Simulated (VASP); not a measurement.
Input:

```yaml
crystal:
  lattice:
    - [3.81555, 0.00000, 0.00000]
    - [0.00000, 3.81555, 0.00000]
    - [0.00000, 0.00000, 3.81555]
  atoms:
    - { symbol: Sr, position: [0.00000, 0.00000, 0.00000] }
    - { symbol: V, position: [0.50000, 0.50000, 0.50000] }
    - { symbol: O, position: [0.50000, 0.00000, 0.50000] }
    - { symbol: O, position: [0.00000, 0.50000, 0.50000] }
    - { symbol: O, position: [0.50000, 0.50000, 0.00000] }
```

All values below come from PBEsol GGA, VASP's PBE PAW potentials (set 64) (plane waves; VASP 6.6.1). Settings: 520 eV cut-off, 9×9×9 Γ-centred mesh, tetrahedra with Blöchl corrections, potentials Sr_sv V_sv O.

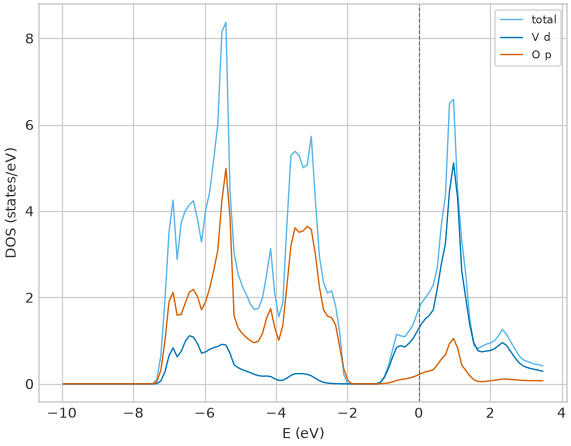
Total and projected density of states, zero at the Fermi level

Within 2 eV below the Fermi level the largest weight inside VASP's projection spheres is V d.

It has no gap at this level: it comes out as a metal or semimetal.

The compound is SrVO3 in the cubic perovskite structure. It was relaxed first. The run is not spin-polarised, so no magnetic state was tried. The electron count is odd and the run is not spin-polarised, which forces a metal.
